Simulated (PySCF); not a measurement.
# C₅H₁₂BFO: runs on many settings, part 2 of 2

PySCF 2.14.0. Atoms count from 0. The steps go on from the part before.

## Step 5: TDDFT and polarisability: KT2/IGLO-II

Job settings and geometry (Å):

```
{"job": {"kind": "uv", "xc": "KT2", "basis": "IGLO-II", "nstates": 6, "ntriplets": 2, "tda": false}, "charge": 0, "multiplicity": 1}
B     -1.083438    -1.922058    -0.628894
O     -0.480225    -0.622825     0.170363
C     -1.429775     0.419026     0.378383
C     -0.580983     1.647842     0.668914
C      0.566212     1.456145    -0.322552
C      0.715429    -0.070136    -0.391385
C      1.886639    -0.590107     0.445870
F      3.068494    -0.141366    -0.083062
H     -0.190095    -2.703283    -0.620290
H     -1.376430    -1.536976    -1.718982
H     -2.012794    -2.249853     0.030178
H     -2.076891     0.111597     1.200614
H     -2.036098     0.556005    -0.524629
H     -1.124647     2.576279     0.513116
H     -0.213716     1.622904     1.695670
H      1.490893     1.933080    -0.003826
H      0.294276     1.853316    -1.300310
H      0.835288    -0.422414    -1.421292
H      1.833848    -0.223308     1.476283
H      1.908866    -1.683189     0.432793
```

With the program's defaults for keys left out, this is: TDDFT KT2/IGLO-II, vertical, gas phase, core orbitals frozen in the response.

Standard output:

```text
coarse grid: 16128 points
cycle   1  E = -404.0050199541  dE =  7.228e-01  |g| = 8.200e-01  |ddm| = 3.229e+00
cycle   2  E = -403.8054706343  dE =  1.995e-01  |g| = 1.373e+00  |ddm| = 1.966e+00
cycle   3  E = -404.1266994412  dE = -3.212e-01  |g| = 1.846e-01  |ddm| = 1.417e+00
cycle   4  E = -404.1330696541  dE = -6.370e-03  |g| = 5.292e-02  |ddm| = 1.635e-01
cycle   5  E = -404.1337351785  dE = -6.655e-04  |g| = 1.367e-02  |ddm| = 4.717e-02
cycle   6  E = -404.1337678531  dE = -3.267e-05  |g| = 6.212e-03  |ddm| = 1.590e-02
cycle   7  E = -404.1337765059  dE = -8.653e-06  |g| = 1.809e-03  |ddm| = 5.844e-03
final grid: 154528 points
cycle   8  E = -404.1117676560  dE = -7.841e-04  |g| = 3.369e-02  |ddm| = 6.179e-02
cycle   9  E = -404.1113513254  dE =  4.163e-04  |g| = 5.927e-02  |ddm| = 6.280e-02
cycle  10  E = -404.1119289569  dE = -5.776e-04  |g| = 5.403e-03  |ddm| = 4.814e-02
cycle  11  E = -404.1119325790  dE = -3.622e-06  |g| = 2.918e-03  |ddm| = 6.092e-03
cycle  12  E = -404.1119342193  dE = -1.640e-06  |g| = 5.719e-04  |ddm| = 1.972e-03
cycle  13  E = -404.1119342740  dE = -5.479e-08  |g| = 1.956e-04  |ddm| = 5.600e-04
cycle  14  E = -404.1119342821  dE = -8.063e-09  |g| = 3.723e-05  |ddm| = 1.921e-04
cycle  15  E = -404.1119342824  dE = -2.665e-10  |g| = 1.379e-05  |ddm| = 3.816e-05
converged SCF energy = -404.1119342824

Static polarisability (au): isotropic 78.525, principal 70.146 82.385 83.044

Singlet excitations
state   eV       nm        f      main configurations
  1   6.4409    192.5   0.00461   H->L 0.99
  2   6.6362    186.8   0.00089   H-1->L 0.99
  3   6.7903    182.6   0.00083   H->L+1 0.99
  4   6.9897    177.4   0.00220   H-1->L+1 0.99
  5   7.1895    172.5   0.00768   H->L+2 0.99
  6   7.3648    168.3   0.00317   H-1->L+2 1.00

Triplet excitations (Tamm-Dancoff, eV): 6.2753 6.5045
```

It took 2.2 min on 1 thread of Intel Xeon Platinum 8175M at 2.50GHz, shared host; peak memory 0.77 GiB.

Frontier orbitals and where they lie:

```
orbital     eV                         atoms
 HOMO−3  -8.29    F7 43 %, C6 15 %, H19 14 %
 HOMO−2  -7.83     O1 26 %, F7 13 %, C5 13 %
 HOMO−1  -6.81    B0 45 %, H10 26 %, H8 22 %
   HOMO  -6.61     B0 39 %, H9 30 %, O1 11 %
   LUMO  -0.21     B0 12 %, H13 9 %, H14 8 %
 LUMO+1   0.15      C6 17 %, C5 9 %, H18 8 %
 LUMO+2   0.54  H14 18 %, H16 17 %, H17 11 %
```

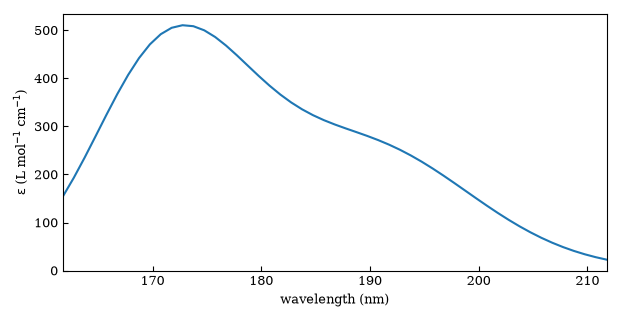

Absorption spectrum: each of the 6 states is a Gaussian band of 0.4 eV half-width at 1/e. Beyond the last state computed it falls off for lack of states.

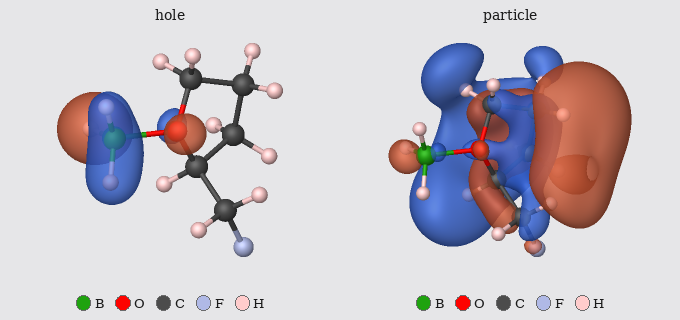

Leading natural transition orbitals of singlet state 5: the electron leaves the hole (left) for the particle orbital (right).

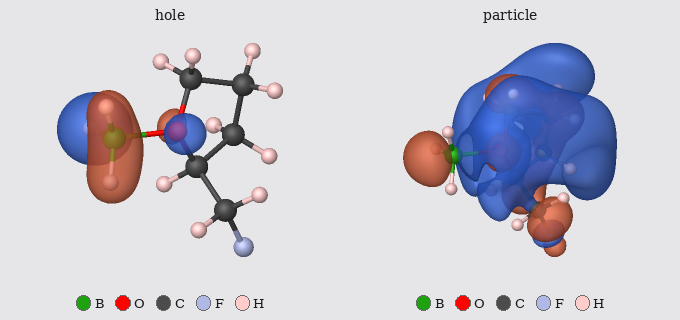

Leading natural transition orbitals of singlet state 1: the electron leaves the hole (left) for the particle orbital (right).

Further results of this job:

```
           property  computed
  dipole moment (D)      4.78
polarisability (Å³)     11.64
 HOMO–LUMO gap (eV)      6.39
      −ε(HOMO) (eV)      6.61
```

The fields below are evaluated on a grid from the run's orbitals.

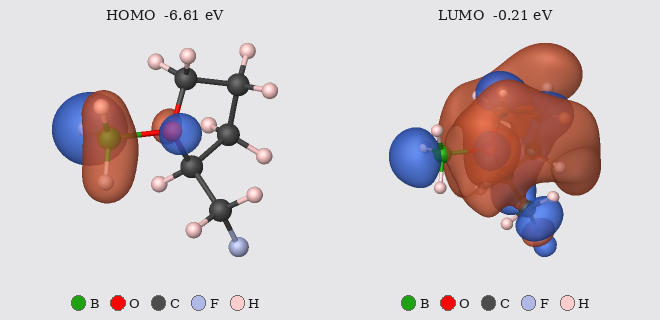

Frontier orbitals at KT2/IGLO-II; each surface holds 70 % of the orbital's density, blue and red mark the sign.

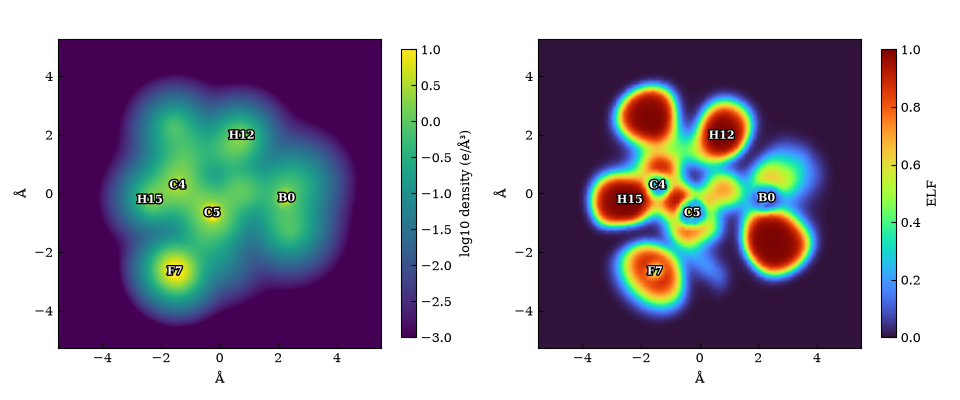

Density (left) and ELF (right) in a plane through or near 6 of the atoms.

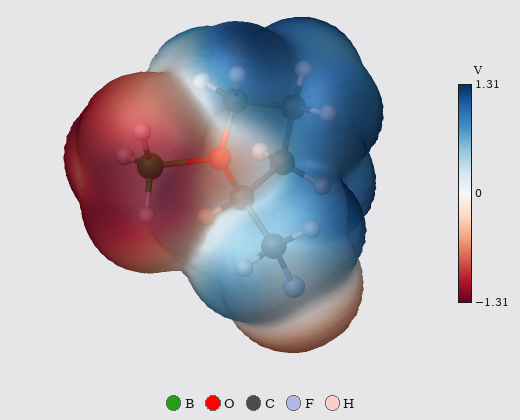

Electrostatic potential on the surface of density 0.002 e/bohr³; red is low, blue high. It runs from -1.30 to 1.31 V.

## Step 6: Nuclear shieldings: HSE06/3-21G

Same as in step 5 but for these lines:

```diff
@@ -1,2 +1,2 @@
-{"job": {"kind": "uv", "xc": "KT2", "basis": "IGLO-II", "nstates": 6, "ntriplets": 2, "tda": false}, "charge": 0, "multiplicity": 1}
+{"job": {"kind": "nmr", "xc": "HSE06", "basis": "3-21G", "pop": false, "scf": {"level_shift": 0.2, "aux": "def2-qzvpp-jkfit"}}, "charge": 0, "multiplicity": 1}
 B     -1.083438    -1.922058    -0.628894
```

Level: GIAO HSE06/3-21G NMR shielding, non-relativistic, gas phase.

Standard output:

```text
final grid: 154528 points
cycle   1  E = -394.9807797555  dE =  7.629e-01  |g| = 6.018e-01  |ddm| = 3.977e+00
cycle   2  E = -395.0075388990  dE = -2.676e-02  |g| = 5.927e-01  |ddm| = 1.068e+00
cycle   3  E = -395.0600511254  dE = -5.251e-02  |g| = 8.681e-02  |ddm| = 3.398e-01
cycle   4  E = -395.0618698023  dE = -1.819e-03  |g| = 1.872e-02  |ddm| = 1.221e-01
cycle   5  E = -395.0619458051  dE = -7.600e-05  |g| = 5.134e-03  |ddm| = 2.447e-02
cycle   6  E = -395.0619501276  dE = -4.322e-06  |g| = 2.314e-03  |ddm| = 5.832e-03
cycle   7  E = -395.0619512241  dE = -1.097e-06  |g| = 4.783e-04  |ddm| = 1.821e-03
cycle   8  E = -395.0619512876  dE = -6.344e-08  |g| = 7.657e-05  |ddm| = 5.860e-04
cycle   9  E = -395.0619512451  dE =  4.242e-08  |g| = 2.918e-05  |ddm| = 1.753e-04
cycle  10  E = -395.0619512455  dE = -3.720e-10  |g| = 8.302e-06  |ddm| = 5.996e-05
level shift removed, Fock matrix diagonalised once more
converged SCF energy = -395.0619512455

GIAO shielding tensors (ppm)
atom      isotropic    diamagn.    paramagn.     s11        s22        s33       span
  0 B      122.811     192.612     -69.800     98.295    100.693    169.446     71.151
  1 O      316.083     382.587     -66.504    224.045    354.325    369.878    145.833
  2 C      138.453     240.663    -102.210     91.751    131.399    192.210    100.459
  3 C      184.045     245.115     -61.071    161.045    192.619    198.470     37.425
  4 C      180.854     243.141     -62.288    157.257    187.648    197.656     40.400
  5 C      132.029     237.283    -105.254     91.831    116.327    187.929     96.098
  6 C      134.137     243.004    -108.867    104.712    119.332    178.366     73.654
  7 F      445.910     464.326     -18.416    404.588    444.425    488.716     84.128
  8 H       29.176      31.324      -2.148     25.266     25.986     36.277     11.011
  9 H       29.556      31.087      -1.531     25.559     26.279     36.829     11.270
 10 H       29.313      31.082      -1.769     25.632     26.123     36.184     10.552
 11 H       28.702      29.446      -0.744     23.487     27.660     34.959     11.472
 12 H       29.168      29.335      -0.167     23.326     29.095     35.082     11.756
 13 H       31.368      31.676      -0.308     26.460     27.994     39.651     13.191
 14 H       30.965      29.769       1.195     26.353     28.215     38.326     11.973
 15 H       30.851      31.099      -0.247     25.350     29.426     37.778     12.429
 16 H       30.768      30.610       0.158     25.767     28.477     38.059     12.292
 17 H       28.767      29.850      -1.083     25.188     28.521     32.591      7.403
 18 H       28.745      28.350       0.395     24.353     30.158     31.722      7.369
 19 H       27.899      28.293      -0.394     22.960     29.259     31.477      8.517
```

Run time: 40 s. Hardware: 1 thread of Intel Xeon Platinum 8175M at 2.50GHz, shared host; peak memory 0.6 GiB.

Shifts follow as δ = σ(reference) − σ, with reference shieldings (ppm) from runs at the same level and on the same kind of geometry: 1H TMS 33.26, 13C TMS 209.0, 19F CFCl3 193.1, 17O H2O 331.8. The references are single molecules in the gas phase, so shifts against H2O, NH3, PH3, H3PO4 or CFCl3 are not on the usual liquid scales and can be off by tens of ppm. Atoms listed in one row are averaged.

```csv
atoms,environment,σ (ppm),δ (ppm)
C5,sp3 CH bonded to O,132.0,77.0
C6,sp3 CH2 bonded to F,134.1,74.9
C2,sp3 CH2 bonded to O,138.5,70.5
C4,sp3 CH2 in a ring,180.9,28.1
C3,sp3 CH2 in a ring,184.0,25.0
H19,hydrogen on an sp3 CH2 bonded to F,27.90,5.36
H11,hydrogen on an sp3 CH2 bonded to O,28.70,4.56
H18,hydrogen on an sp3 CH2 bonded to F,28.74,4.52
H17,hydrogen on an sp3 CH bonded to O,28.77,4.49
H12,hydrogen on an sp3 CH2 bonded to O,29.17,4.09
"H8, H9, H10",hydrogen on a boron bonded to O,29.35,3.91
H16,hydrogen on an sp3 CH2 in a ring,30.77,2.49
H15,hydrogen on an sp3 CH2 in a ring,30.85,2.41
H14,hydrogen on an sp3 CH2 in a ring,30.96,2.30
H13,hydrogen on an sp3 CH2 in a ring,31.37,1.89
B0,"boron bonded to O, 3 H",122.8,–
O1,donor oxygen of a Lewis adduct,316.1,15.7
F7,fluorine on an sp3 carbon,445.9,-252.8
```

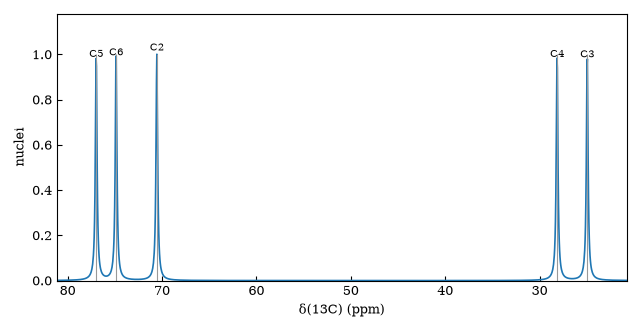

13C lines at the computed shifts, without couplings. Lines are broadened to a width of 0.21 ppm (Lorentzian).

Ring of atoms O1, C2, C3, C4, C5: NICS(0) -10.9, NICS(1) -5.0, NICS(1)zz -6.1 ppm (means of both faces). The ring holds saturated atoms, so no π current runs round it: these values come from its σ bonds, any local π bonds and neighbouring rings, and say nothing of aromaticity.

## Step 7: Results

This closing draws on all 2 parts.

| quantity | value |
| --- | --- |
| largest coupling of the table (PBE0/cc-pVDZ) | 1J(C,F) C6–F7, -180.1 Hz |
| lowest singlet (KT2/IGLO-II) | 6.44 eV (192 nm), f = 0.005 |
| brightest single state of those computed | state 5, 7.19 eV, f = 0.008 |
| lowest triplet | 6.28 eV |
| potential on the surface of density 0.002 e/bohr³, 1st and 99th percentile | -1.30 V and 1.31 V |
| 13C shifts against TMS (HSE06/3-21G) | 77.0, 74.9, 70.5, 28.1, 25.0 ppm |
| 1H shifts against TMS (HSE06/3-21G, means over atoms taken as alike) | 5.36, 4.56, 4.52, 4.49, 4.09, 3.91, 2.49, 2.41, 2.30, 1.89 ppm |
| 17O shifts against H2O (HSE06/3-21G) | 15.7 ppm |
| 19F shifts against CFCl3 (HSE06/3-21G) | -252.8 ppm |
| shieldings of B (HSE06/3-21G) | B0 122.8 ppm |
| property runs in this session | 5, of which 0 failed and 2 gave unsound results |

**Reading.** Single values in the summary come from the first sound run of each kind (HSE06/3-21G; PBE0/cc-pVDZ; KT2/IGLO-II), which need not be the best level. In the run at PBE0/cc-pVDZ, the largest coupling of the table is C6–F7, -180.1 Hz, of which the Fermi-contact term gives -226.6 Hz. Couplings across rotatable bonds belong to this one conformer; where others are populated, the observed values are averages. The first singlet state (HOMO→LUMO 0.99) lies at 6.44 eV and is weak; of the 6 states computed, the strongest absorption comes from state 5 at 7.19 eV. The lowest triplet lies 0.17 eV below the lowest singlet (triplets in Tamm-Dancoff, singlets in full TDDFT). At KT2/IGLO-II, states above −ε(HOMO) (6.61 eV) lie where TDDFT describes them poorly and they hang on the basis; the brightest is among them. The basis of KT2/IGLO-II has no diffuse functions, so Rydberg states are missing and the high states are unreliable. At HSE06/3-21G: The largest span, 146 ppm, is at O1, where the paramagnetic term is -67 ppm. Couplings from bases without tight functions are rough.
